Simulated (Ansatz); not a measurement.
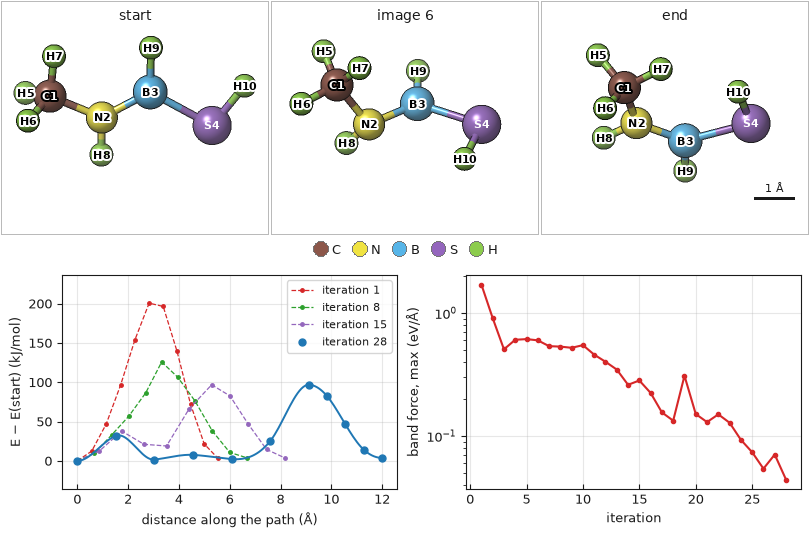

NEB run on CH$_{6}$BNS. Images are numbered from 0 (start) to 10 (end). The plot follows the band through its iterations. The picture is a ball-and-stick view, seen at a tilt.

Level of theory: RKS PBE0/def2-SVP in Ansatz 0.2.0. Run with 9 movable images; climbing image; force threshold 0.05 eV/Å; iteration limit 59; starting path by image-dependent pair potential.

### How did the profile develop, and is the result final?

The run is converged, with reservations. The band converged in 28 iterations. The largest component of the band force went from 1.7 to 0.044 eV/Å. The climbing image converged on the top of the path. Its vibrational analysis gives one imaginary mode (253i cm⁻¹), as a transition state must have. The first iteration put the highest image at 200.6 kJ/mol. Forward barrier 96.8 kJ/mol, backward barrier 93.0 kJ/mol, with image 6 at the top; the reaction energy is +3.9 kJ/mol. The profile has 3 maxima (images 1, 3, 6) with a dip at image 2, 4 (+1.7 kJ/mol, +2.4 kJ/mol), so the process runs in steps.
